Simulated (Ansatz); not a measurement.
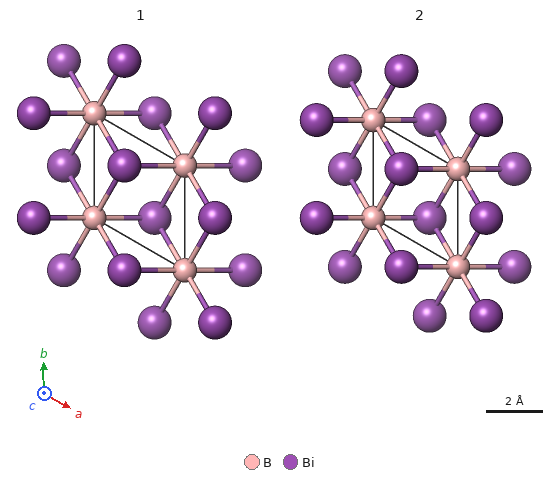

Two geometries of crystalline BiB (built on the NiAs type), drawn at one scale. One is the start of a relaxation, the other its converged end. A ball-and-stick model of the cell of the calculation, seen along the c axis.

Method: Ansatz 0.2.0, DFT, PBEsol, plane waves, PAW. Settings: plane-wave cutoff 420 eV; k-point mesh 9 × 9 × 4; occupations fermi dirac; smearing width 0.03 eV; no spin polarisation; cell and atoms relaxed; force threshold 0.01 eV/Å; at most 120 steps.

Which geometry has the lower energy?

Answer. Structure 1 is the relaxed one. No atom moves by more than 0.005 Å relative to the cell. The drawn cell changes as follows: a = b 3.497 → 3.741 Å (+7.0 %), c 5.701 → 5.999 Å (+5.2 %); the volume changes by +20.4 %. Near-neighbour distances that change, for instance: B–Bi 2.472 → 2.630 Å. The space group stays P6_3/mmc (No. 194). The energy falls by 189 meV per atom in 5 accepted moves (7 points after the start). All forces vanish by symmetry, so only the cell relaxes. Pressure: 23.13 GPa at the start and 0.00 GPa at the end. The SCF was repeated twice at an unchanged geometry on a basis and grid sized afresh for the cell, which shifted the energy by 2.7 meV per atom at most.
